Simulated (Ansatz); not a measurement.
# CdInCl3 in Imma, a phase reached by a soft mode: a soft mode frozen in, part 2 of 3

Wanted: the energy along a soft mode of CdInCl3 in Imma, a phase reached by a soft mode and the structure at the end.

Ansatz 0.2.0; DFT PBEsol, scalar-relativistic, plane waves, PAW; PAW set soft_1.

So far. Step 4 (The mode frozen in, largest atomic shift 0.22 Å): The run ends at a pressure of 0.04 GPa, with forces up to 0.013 eV/Å.

The structure was built from a prototype and need not be the compound's stable phase.

**5. Energy along the mode, all amplitudes (two of the runs are shown above)**

An imaginary frequency means negative curvature, so the energy should fall and then rise again as anharmonic terms take over.

Numbers from this step:

```yaml
depth_at_the_lowest_point_sampled: 0.216 meV/atom
largest_atomic_shift_at_that_point: 0.22 Å
```

The energy from the parent by largest atomic shift:

| largest atomic shift (Å) | energy from the parent (meV/atom) |
| --- | --- |
| 0.000 | 0 |
| 0.040 | -0.017 |
| 0.080 | -0.065 |
| 0.140 | -0.164 |
| 0.220 | -0.216 |
| 0.320 | 0.324 |
| 0.450 | 3.75 |
| 0.600 | 16.7 |

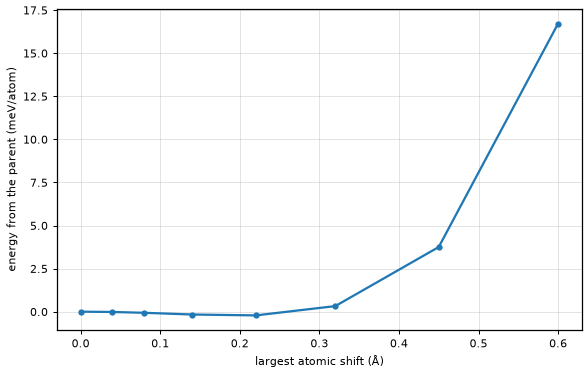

Energy from the parent, plotted against largest atomic shift.

Displacement at unit largest shift by atom:

| atom | x (Å) | y (Å) | z (Å) | size |
| --- | --- | --- | --- | --- |
| In1 | -0.48 | 0.00 | 0.00 | 0.48 |
| In2 | -0.48 | 0.00 | 0.00 | 0.48 |
| Cd3 | 0.07 | 0.00 | 0.00 | 0.07 |
| Cd4 | 0.07 | 0.00 | 0.00 | 0.07 |
| Cl5 | 1.00 | 0.00 | 0.00 | 1.00 |
| Cl6 | 1.00 | 0.00 | 0.00 | 1.00 |
| Cl7 | 0.17 | 0.00 | -0.07 | 0.18 |
| Cl8 | 0.17 | 0.00 | -0.07 | 0.18 |
| Cl9 | 0.17 | 0.00 | 0.07 | 0.18 |
| Cl10 | 0.17 | 0.00 | 0.07 | 0.18 |

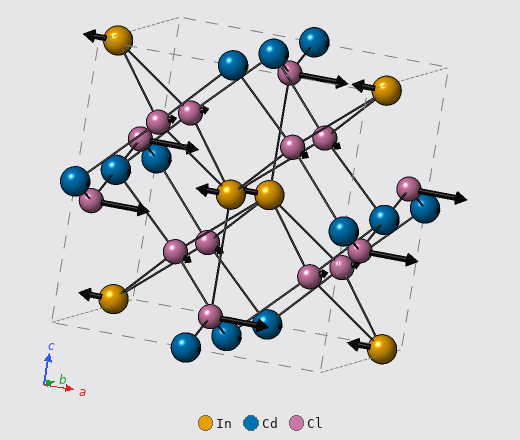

Displacement at unit largest shift as arrows, the longest 1 Å. Some periodic images of atoms are drawn too.

The lowest of the steps tried is at 0.22 Å, 0.216 meV/atom below the parent; the bottom of the well need not coincide with a step.

**6. Relaxation from the frozen mode**

Starting from the lowest point found, all atoms and the cell are let go, so that strain and other modes of the same symmetry can join in.

Contents of input.yaml:

```yaml
crystal:
  lattice:
    - [-3.5733330105, 4.9905401262, 3.6858521974]
    - [3.5733330105, -4.9905401262, 3.6858521974]
    - [3.5733330105, 4.9905401262, -3.6858521974]
  atoms:
    - { symbol: In, position: [0.7712407335, 0.0064092996, 0.7351685661] }
    - { symbol: In, position: [0.2287592665, 0.9639278326, 0.2351685661] }
    - { symbol: Cd, position: [0.0, 0.5021493337, 0.5021493337] }
    - { symbol: Cd, position: [0.5, 0.5021493337, 0.0021493337] }
    - { symbol: Cl, position: [0.3389323593, 0.6197159442, 0.7807835849] }
    - { symbol: Cl, position: [0.6610676407, 0.4418512256, 0.2807835849] }
    - { symbol: Cl, position: [0.7999145124, 0.5030901279, 0.8072622491] }
    - { symbol: Cl, position: [0.1958278788, 0.5030901279, 0.2031756155] }
    - { symbol: Cl, position: [0.2000854876, 0.0073477367, 0.7031756155] }
    - { symbol: Cl, position: [0.8041721212, 0.0073477367, 0.3072622491] }
kpoints:
  mp_grid: { grid: [6, 6, 6] }
hamiltonian:
  xc: pbesol
  pseudopotentials: { kind: paw, azcp: { folder: soft_1 }, xc_functional: pbe }
scf:
  occupations: { method: fixed }
output:
  forces: true
  stress: true
  eigenvalues: true
relax:
  adjacent_minimum: "off"
  f_tol: 0.002
  max_steps: 120
  cell: { stress_tol: 0.03 }
```

On the command line:

```
$ ansatz run input.yaml --threads 4 --pin off --max-ram 16384MiB --backend cpu --events-out ev --progress --plain --runs-dir out
```

Numbers of over 12 decimals in the logs are rounded to 6 here.

What it wrote:

```text
[...]
Crystal: 10 atoms, lattice volume = 262.917 Å³
Basis set: ecut = 420 eV, 5123 PW (Γ), exchange–correlation on 96×96×96 points (8 copies of the dense FFT grid, shifted against one another)
Bands: 65, of which v1, the nominal top of the filled ones, is band 54 counted from 1 (53 counted from 0)
Symmetry: 4 space group operations
[...]
k-points: 46 of 216 (time reversal used)
[...]
SCF iter   1: F=—  HF=-33796.728145 eV  |F-HF|=—  |Δ(HF+E_count)|=         —  Δρ=5.34e-2  dr2=8.96e0  ethr=3.10e-3  ⟨swp⟩=4.9  Hψ=9704  notcnv=0  defer=375
[...]
SCF iter   9: F=-33793.280642 eV  HF=-33793.280642 eV  |F-HF|=3.45e-9  |Δ(HF+E_count)|=   2.00e-7  Δρ=1.33e-6  dr2=6.89e-9  ethr=9.26e-11  ⟨swp⟩=17.2  Hψ=17892  notcnv=0
SCF 1 converged in 9 iterations: F = -33793.280642 eV  dr2 = 6.89e-9
[...]
relax step   1: F+E_penalty+E_count = -33793.28064235 eV  Δ(F+E_penalty+E_count) = +0.000e0 eV  max|allowed force component| = 1.193e-2 eV/Å  Δτ_max = 0.0000 Å  P = +0.044 GPa  Ω = 262.917 Å³  (9 SCF iters, dr2 threshold 1.00e-7 eV, accepted)
Crystal: 10 atoms, lattice volume = 263.236 Å³
[...]
iter 1 solved again at ethr=3.35e-7 eV; its pass at ethr=3.10e-3 eV (dr2=3.62e-4 eV) is discarded
[...]
SCF iter   5: F=-33793.281224 eV  HF=-33793.281224 eV  |F-HF|=1.43e-9  |Δ(HF+E_count)|=   3.54e-8  Δρ=3.77e-6  dr2=3.54e-8  ethr=3.88e-11  ⟨swp⟩=12.6  Hψ=17232  notcnv=0
SCF 2 converged in 5 iterations: F = -33793.281224 eV  dr2 = 3.54e-8
relax step   2: F+E_penalty+E_count = -33793.28122374 eV  Δ(F+E_penalty+E_count) = -5.814e-4 eV  max|allowed force component| = 7.807e-3 eV/Å  Δτ_max = 0.0049 Å  P = +0.009 GPa  Ω = 263.236 Å³  energy of the carried Pulay correction = -2.965e-5 eV  (5 SCF iters, dr2 threshold 4.19e-8 eV, accepted)
Crystal: 10 atoms, lattice volume = 263.344 Å³
[...]
SCF iter   6: F=-33793.281432 eV  HF=-33793.281432 eV  |F-HF|=2.09e-9  |Δ(HF+E_count)|=   8.53e-9  Δρ=1.48e-6  dr2=5.31e-9  ethr=5.25e-12  ⟨swp⟩=12.7  Hψ=17039  notcnv=0
SCF 3 converged in 6 iterations: F = -33793.281432 eV  dr2 = 5.31e-9
relax step   3: F+E_penalty+E_count = -33793.28143173 eV  Δ(F+E_penalty+E_count) = -2.080e-4 eV  max|allowed force component| = 3.675e-3 eV/Å  Δτ_max = 0.0068 Å  P = +0.005 GPa  Ω = 263.344 Å³  energy of the carried Pulay correction = -3.972e-5 eV  (6 SCF iters, dr2 threshold 5.67e-9 eV, accepted)
[...]
relax step   4: F+E_penalty+E_count = -33793.28145574 eV  Δ(F+E_penalty+E_count) = -2.401e-5 eV  max|allowed force component| = 2.024e-3 eV/Å  Δτ_max = 0.0026 Å  P = -0.001 GPa  Ω = 263.413 Å³  energy of the carried Pulay correction = -4.611e-5 eV  (6 SCF iters, dr2 threshold 8.44e-10 eV, accepted)
[...]
relax step   5: F+E_penalty+E_count = -33793.28149239 eV  Δ(F+E_penalty+E_count) = -3.666e-5 eV  max|allowed force component| = 6.866e-4 eV/Å  Δτ_max = 0.0065 Å  P = +0.007 GPa  Ω = 263.411 Å³  energy of the carried Pulay correction = -4.594e-5 eV  (7 SCF iters, dr2 threshold 2.56e-10 eV, accepted)
[...]
relax step   6: F+E_penalty+E_count = -33793.28148585 eV  Δ(F+E_penalty+E_count) = +6.540e-6 eV  max|allowed force component| = 6.295e-4 eV/Å  Δτ_max = 0.0041 Å  P = -0.007 GPa  Ω = 263.538 Å³  energy of the carried Pulay correction = -5.774e-5 eV  (8 SCF iters, accepted)
[...]
SCF iter   1: F=—  HF=-33793.281689 eV  |F-HF|=—  |Δ(HF+E_count)|=         —  Δρ=2.60e-5  dr2=4.77e-8  ethr=3.82e-7  ⟨swp⟩=3.8  Hψ=18029  notcnv=0  defer=413
eigensolver tolerance schedule: the retry pair's looser diagonalisation over-reported the residual by 8661.91 of it (diagonalisation noise at an unbounded share of the residual, at the tolerance the schedule requests for it); recorded, not acted on — ethr = c·dr2/N_el stays at c = 1.0e-1
[...]
SCF iter   2: F=—  HF=-33793.281539 eV  |F-HF|=—  |Δ(HF+E_count)|=   1.50e-4  Δρ=1.31e-5  dr2=1.31e-8  ethr=4.41e-11  ⟨swp⟩=3.9  Hψ=6832  notcnv=0  defer=375
[...]
SCF iter   5: F=-33793.281544 eV  HF=-33793.281544 eV  |F-HF|=0.00e0  |Δ(HF+E_count)|=   1.25e-9  Δρ=1.00e-7  dr2=1.81e-11  ethr=1.00e-12  ⟨swp⟩=16.8  Hψ=16960  notcnv=0
SCF 7 converged in 5 iterations: F = -33793.281544 eV  dr2 = 1.81e-11
relax step   7: F+E_penalty+E_count = -33793.28154401 eV  Δ(F+E_penalty+E_count) = -5.815e-5 eV  max|allowed force component| = 6.315e-4 eV/Å  Δτ_max = 0.0000 Å  P = -0.007 GPa  Ω = 263.538 Å³  stress off target by 9.87e-3 GPa  SCF on the basis re-selected at this cell (its energy is not comparable with the rows above)  (5 SCF iters)
basis re-selected at this cell: Δ(F+E_penalty+E_count) = -5.815e-5 eV, ΔP = +0.000 GPa vs the last step (what re-selecting the basis moved, of the pressure what is left beyond the Pulay correction that the steps carried, after the strain that the cell walked since its last selection, with what the two solves' SCF thresholds leave and, on support functions, any second-order correction that the steps lacked; it is no m [...]
SCF converged after 5 iterations
Free energy (F): -33793.281544 eV
[...]
Internal energy: -33793.281544 eV  (E = F + TS)
E sigma→0 (E₀):  -33793.281544 eV
Fermi energy:    4.776158 eV
[...]
--- Forces (eV/Å), atoms counted from 1 ---
  atom   1  In    -0.00001908    -0.00000000    -0.00011846
  atom   2  In    -0.00001908     0.00000000     0.00011846
  atom   3  Cd    -0.00013353     0.00000000    -0.00000000
  atom   4  Cd    -0.00013353     0.00000000    -0.00000000
  atom   5  Cl    -0.00008454    -0.00000000    -0.00063148
  atom   6  Cl    -0.00008454     0.00000000     0.00063148
  atom   7  Cl     0.00011885     0.00033260    -0.00024078
  atom   8  Cl     0.00011885    -0.00033260    -0.00024078
  atom   9  Cl     0.00011885    -0.00033260     0.00024078
  atom  10  Cl     0.00011885     0.00033260     0.00024078
  max |Σ_I F_I| component: 1.06e-6 eV/Å
--- Stress (GPa, compression-positive) ---
       -0.003137      -0.000000       0.000000
       -0.000000      -0.009867       0.000000
        0.000000       0.000000      -0.006596
  P = ⅓ Tr σ = -0.0065 GPa (-0.065 kbar)
--- Band table (eV; the first three rows and the last of 46) ---
  k-point 0: bands = [... 50 lower, 3.6042, 3.7424, 3.7608, 4.2458, 6.3311, 9.8305, 9.9337, 9.9744, ... 7 higher]
  k-point 1: bands = [... 50 lower, 3.5342, 3.6232, 4.0101, 4.3353, 6.5798, 9.4834, 9.5761, 9.8139, ... 7 higher]
  k-point 2: bands = [... 50 lower, 3.2427, 3.4172, 4.4326, 4.5254, 7.2468, 8.8164, 8.9040, 9.2532, ... 7 higher]
  k-point 45: bands = [... 50 lower, 3.3572, 3.7334, 4.5688, 4.7691, 7.7990, 8.1238, 8.9226, 9.0841, ... 7 higher]
--- Relaxed structure (6 steps of the walk, 6 accepted, 1 SCFs on fresh bases) ---
  F+E_penalty+E_count = -33793.28154401 eV   max|allowed force component| = 6.315e-4 eV/Å   (the final SCF, on the basis selected at the relaxed cell)
  cell:  # Å, volume = 263.5383 Å³
    - [-3.587208, 4.986421, 3.683310]
    - [3.587208, -4.986421, 3.683310]
    - [3.587208, 4.986421, -3.683310]
  atoms:
    - { symbol: In, position: [0.770341, 0.00259275, 0.732252] }
    - { symbol: In, position: [0.229659, 0.961911, 0.232252] }
    - { symbol: Cd, position: [0, 0.502787, 0.502787] }
    - { symbol: Cd, position: [0.500000, 0.502787, 0.00278748] }
    - { symbol: Cl, position: [0.337840, 0.619019, 0.781179] }
    - { symbol: Cl, position: [0.662160, 0.443339, 0.281179] }
    - { symbol: Cl, position: [0.799091, 0.504255, 0.807157] }
    - { symbol: Cl, position: [0.197098, 0.504255, 0.205164] }
    - { symbol: Cl, position: [0.200909, 0.00806576, 0.705164] }
    - { symbol: Cl, position: [0.802902, 0.00806576, 0.307157] }
```

It took 2 min on 4 threads of Arm Neoverse V2, shared host; peak memory 1 GiB; 7.8 min of CPU time.

Relaxation path:

| step | energy less that of the first step (eV) | largest force component (eV/Å) | pressure (GPa) | volume (Å³) |
| --- | --- | --- | --- | --- |
| 1 | 0.0000 | 0.0119 | 0.04 | 262.92 |
| 2 | -0.0006 | 0.0078 | 0.01 | 263.24 |
| 3 | -0.0008 | 0.0037 | 0.01 | 263.34 |
| 4 | -0.0008 | 0.0020 | 0.00 | 263.41 |
| 5 | -0.0009 | 0.0007 | 0.01 | 263.41 |
| 6 | -0.0008 | 0.0006 | -0.01 | 263.54 |
| 7* | -0.0009 | 0.0006 | -0.01 | 263.54 |

Relaxation steps marked * repeat the geometry before them on a plane-wave basis chosen anew for their cell, so energy and pressure can jump there.

Forces are held to the 4 operations that the run works with; a distortion that breaks them can't arise in this run.

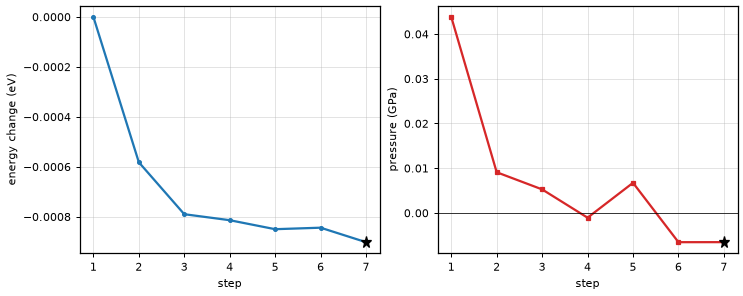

Energy and pressure along the relaxation. Stars mark steps on a basis chosen anew.

| conventional cell, symmetrised | before | after | change |
| --- | --- | --- | --- |
| a (Å) | 9.981 | 9.973 | -0.1 % |
| b (Å) | 7.372 | 7.367 | -0.1 % |
| c (Å) | 7.147 | 7.174 | +0.4 % |
| volume (Å³/atom) | 26.29 | 26.35 | +0.2 % |

The atoms that moved most (Å, as changes of fractional coordinates times the final cell):

| atom | dx | dy | dz | length |
| --- | --- | --- | --- | --- |
| In2 | -0.021 | 0.000 | 0.007 | 0.022 |
| In1 | -0.021 | 0.000 | -0.007 | 0.022 |
| Cl10 | 0.007 | -0.010 | -0.002 | 0.013 |
| Cl8 | 0.007 | 0.010 | 0.002 | 0.013 |
| Cl7 | 0.007 | -0.010 | 0.002 | 0.013 |
| Cl9 | 0.007 | 0.010 | -0.002 | 0.013 |
| Cl6 | 0.003 | 0.000 | 0.008 | 0.009 |
| Cl5 | 0.003 | 0.000 | -0.008 | 0.009 |

Numbers from this step:

- pressure: -0.006533 GPa
- gap on the k-mesh: 1.555 eV
- volume per atom: 26.35 Å³

The distorted start has space group Ima2; the relaxation ends in Ima2.

**7. The new phase in its own primitive cell**

The relaxed structure is symmetrised, reduced to its primitive cell and relaxed tightly, as its phonons need.

Contents of input.yaml:

```yaml
crystal:
  lattice:
    - [-4.9864209372, 3.6833102884, 3.5872076561]
    - [4.9864209372, -3.6833102884, 3.5872076561]
    - [4.9864209372, 3.6833102884, -3.5872076561]
  atoms:
    - { symbol: In, position: [0.0025927467, 0.7322517911, 0.7703409557] }
    - { symbol: In, position: [0.9619108354, 0.2322517911, 0.2296590443] }
    - { symbol: Cd, position: [0.5027874827, 0.5027874827, 0.0] }
    - { symbol: Cd, position: [0.5027874827, 0.0027874827, 0.5] }
    - { symbol: Cl, position: [0.6190191374, 0.7811790482, 0.3378400892] }
    - { symbol: Cl, position: [0.443338959, 0.2811790482, 0.6621599108] }
    - { symbol: Cl, position: [0.5042552644, 0.8071567755, 0.7990910126] }
    - { symbol: Cl, position: [0.5042552644, 0.2051642519, 0.197098489] }
    - { symbol: Cl, position: [0.0080657629, 0.7051642519, 0.2009089874] }
    - { symbol: Cl, position: [0.0080657629, 0.3071567755, 0.802901511] }
kpoints:
  mp_grid: { grid: [6, 6, 6] }
hamiltonian:
  xc: pbesol
  pseudopotentials: { kind: paw, azcp: { folder: soft_1 }, xc_functional: pbe }
scf:
  occupations: { method: fixed }
output:
  forces: true
  stress: true
  eigenvalues: true
relax:
  adjacent_minimum: "off"
  f_tol: 0.001
  max_steps: 60
  cell: { stress_tol: 0.01 }
```

What it wrote:

```text
[...]
Crystal: 10 atoms, lattice volume = 263.538 Å³
Basis set: ecut = 420 eV, 5127 PW (Γ), exchange–correlation on 96×96×96 points (8 copies of the dense FFT grid, shifted against one another)
Bands: 65, of which v1, the nominal top of the filled ones, is band 54 counted from 1 (53 counted from 0)
Symmetry: 4 space group operations
[...]
k-points: 46 of 216 (time reversal used)
[...]
- { symbol: Cd, position: [0.502787, 0.00278748, 0.500000] }
    - { symbol: Cl, position: [0.6190191374, 0.781179, 0.3378400892] }
    - { symbol: Cl, position: [0.443339, 0.281179, 0.662160] }
    - { symbol: Cl, position: [0.50425526445, 0.807156775475, 0.799091] }
    - { symbol: Cl, position: [0.50425526445, 0.205164, 0.197098] }
    - { symbol: Cl, position: [0.00806576, 0.705164251875, 0.200908987425] }
    - { symbol: Cl, position: [0.00806576, 0.307157, 0.802901511025] }
[key lines of the parts left out:]
SCF converged after 7 iterations
Free energy (F): -33793.281544 eV
Fermi energy:    4.776158 eV
P = ⅓ Tr σ = -0.0065 GPa (-0.065 kbar)
```

The job ended after 39 s (4 threads; peak memory 1 GiB).

Little changed from the start: no atom moved by 0.005 Å and no cell edge by 0.1 %.

This step gave:

```yaml
pressure: -0.006534 GPa
direct_gap_on_mesh: 2.085 eV
```

The largest force component left is 0.63 meV/Å and the pressure is -0.007 GPa, within the tolerances set. The cell now holds 26.35 Å³/atom.

(Continued in part 3 of 3.)

[Logs are printed without paths, hosts, clocks, repeated set-up lines and the standing remarks that a program may print on its own settings, such as how far it seeks lower states.]

[Hosts, paths, dates, database ids (printed as entryN), source tags and the programs' standing remarks are cut or masked in the printed files.]
